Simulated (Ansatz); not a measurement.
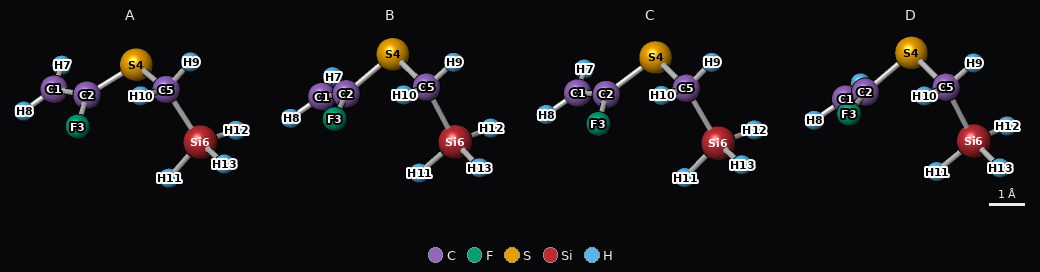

4 geometries from one relaxation of C3H7FSSi, in shuffled order. Style: ball-and-stick. Shown from a free direction.

The run prepares an end point of a later path (torsion) calculation, from a guessed geometry.

The calculation used RKS PBE0-D4/cc-pVDZ in Ansatz. (no spin polarisation; force threshold 0.015 eV/Å; at most 40 steps)

Order the frames from highest to lowest energy.

A, C, B, D. They are steps 0, 4, 6, 12, at +40.8 kJ/mol, +4.23 kJ/mol, +1.74 kJ/mol relative to the last. Over 11 accepted moves (12 points after the start) the energy falls by 40.8 kJ/mol. Largest force component: 3.4 eV/Å at the start, 0.012 eV/Å at the end. The line search rejected the trial step at point 8 of the run. The largest move after the best rigid fit is that of H7, 0.75 Å. Largest moves by element: H 0.75 Å, F 0.55 Å, S 0.51 Å, C 0.43 Å, Si 0.27 Å. Some distances before and after: C2–S4 1.662 → 1.758 Å, C5–Si6 1.849 → 1.900 Å, C1–C2 1.377 → 1.331 Å, C5–H9 1.145 → 1.101 Å. Bond angles that change, for instance: H9–C5–H10 102.6° → 107.4°, S4–C5–H9 109.3° → 104.6°, C2–S4–C5 105.0° → 100.4°. Groups turn about C2–S4 by about 35°. The run took 120 s on 2 threads of Arm Neoverse N1, on a shared host, peak memory 0.33 GiB.
